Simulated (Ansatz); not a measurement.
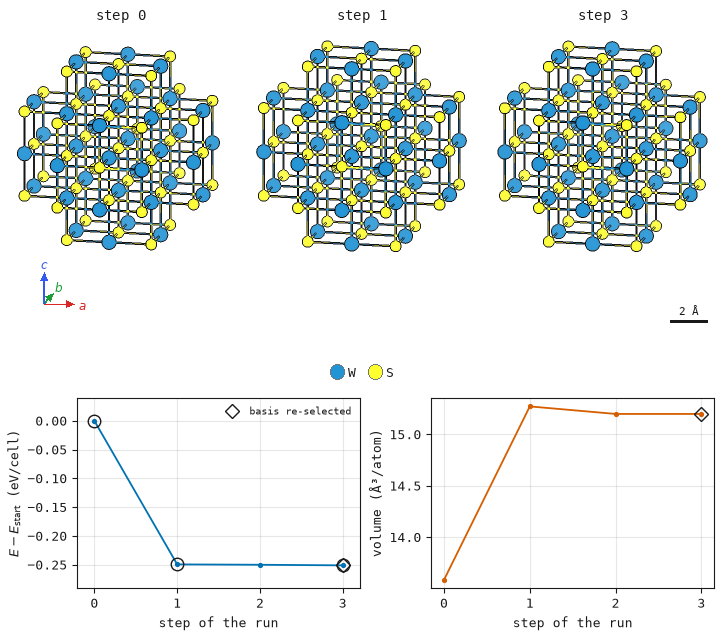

Frames of a relaxation of solid WS (built on the rock salt type) (coarse preliminary run), marked on the history of the run. Style: ball-and-stick. Shown: the conventional cell (4 times the calculation's cell), slightly off an axis. Lengths and directions refer to the drawn axes.

Theory: DFT PBE, scalar-relativistic, plane waves, PAW in Ansatz 0.2.0.

Input file:
```yaml
crystal:
  lattice:
    - [0.0, 2.3861270888, 2.3861270888]
    - [2.3861270888, 0.0, 2.3861270888]
    - [2.3861270888, 2.3861270888, 0.0]
  atoms:
    - { symbol: W, position: [0.0, 0.0, 0.0] }
    - { symbol: S, position: [0.5, 0.5, 0.5] }
basis:
  ecutwfc: 420
kpoints:
  mp_grid: { grid: [8, 8, 8] }
hamiltonian:
  xc: pbe
scf:
  occupations: { method: gaussian, width: 0.1 }
output:
  forces: true
  stress: true
  eigenvalues: true
relax:
  adjacent_minimum: "off"
  f_tol: 0.05
  max_steps: 80
  cell: { stress_tol: 0.5 }
```

Command:
```bash
ansatz run input.yaml --threads 1 --pin off --max-ram 2560MiB --backend cpu --events-out ev --progress --plain --runs-dir out
```

**Describe the path.**

After 2 accepted moves (3 points after the start) the energy has fallen by 0.251 eV per cell of the calculation. All forces vanish by symmetry, so only the cell relaxes. The pressure goes from 27.96 to −0.20 GPa. The SCF was repeated once at an unchanged geometry on a basis and grid sized afresh for the cell, which shifted the energy by 1.0 meV per cell of the calculation at most. No atom moves by more than 0.005 Å relative to the cell. The drawn cell changes as follows: a = b = c 4.772 → 4.954 Å (+3.8 %); the volume changes by +11.9 %. Among the contacts that change: W1–S2 2.386 → 2.477 Å. The space group stays Fm-3m (No. 225). From step 0 to 1: volume +12.4 %, energy −0.249 eV per cell of the calculation. From step 1 to 3: volume −0.5 %, energy −1.7 meV per cell of the calculation.

| step | E − E(0), meV/atom | pressure, GPa | volume, Å³/atom | note |
| --- | --- | --- | --- | --- |
| 0 | 0.00 | 27.96 | 13.586 |  |
| 1 | -124.65 | -1.13 | 15.273 |  |
| 2 | -124.98 | -0.21 | 15.200 |  |
| 3 | -125.48 | -0.20 | 15.200 | same geometry, new basis |
